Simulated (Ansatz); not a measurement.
# Fields on a plane of Sr (fcc, Cu type)

```
CELL_PARAMETERS angstrom
      0.00000     3.01445     3.01445
      3.01445     0.00000     3.01445
      3.01445     3.01445     0.00000
ATOMIC_POSITIONS crystal
  Sr 0.00000 0.00000 0.00000
```

The slice is a {111} plane (indices of the conventional cell) through the point (0.000, 0.000, 0.000) (fractional), spanned by u = [100] and v = [-1 2 0] in vectors of this cell: u (4.26 Å) and v (7.38 Å, at 90° to u). It covers one period; positions are fractions (u, v).

Atoms on it: Sr at (0.00, 0.00); Sr at (0.50, 0.50).

Method: PBE (plane waves to 420 eV, PAW, scalar-relativistic; Ansatz, a first-principles code). k mesh 13×13×13. Inside the PAW spheres the values are not all-electron values, and peaks at nuclei hang on which shells count as valence. Sr was relaxed with its symmetry unable to fall. The PAW data are Ansatz's earlier set.

```tsv
v \ u	0.00	0.12	0.25	0.38	0.50	0.62	0.75	0.88
0.96	0.3	0.4	-0.5	-1.3	-1.4	-1.3	-0.5	0.4
0.86	-0.4	-0.6	-1.2	-1.4	-1.4	-1.4	-1.2	-0.6
0.75	-1.4	-1.4	-1.4	-1.4	-1.4	-1.4	-1.4	-1.4
0.64	-1.4	-1.4	-1.2	-0.6	-0.4	-0.6	-1.2	-1.4
0.54	-1.4	-1.3	-0.5	0.4	0.3	0.4	-0.5	-1.3
0.43	-1.4	-1.3	-0.6	0.2	0.4	0.2	-0.6	-1.3
0.32	-1.4	-1.4	-1.3	-1.1	-0.9	-1.1	-1.3	-1.4
0.21	-1.2	-1.3	-1.4	-1.4	-1.4	-1.4	-1.4	-1.3
0.11	0.1	-0.2	-0.9	-1.3	-1.4	-1.3	-0.9	-0.2
0.00	0.1	0.4	-0.4	-1.3	-1.4	-1.3	-0.4	0.4
```

Values: log₁₀ of the valence density in e/Å³. The scale is logarithmic, as a density can span decades between atoms and voids.

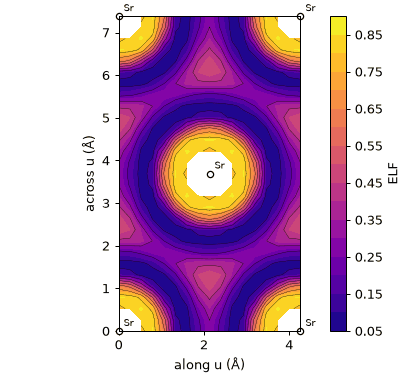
Figure. Electron localisation function (ELF), one period of the plane, atoms marked. Points within 0.5 Å of a nucleus are left white, as the pseudised field means little there.

| Item | Result |
|---|---|
| Density on the Sr–Sr line (4.26 Å) at its midpoint | 0.04 e/Å³ |
| ELF at that point | 0.28 |
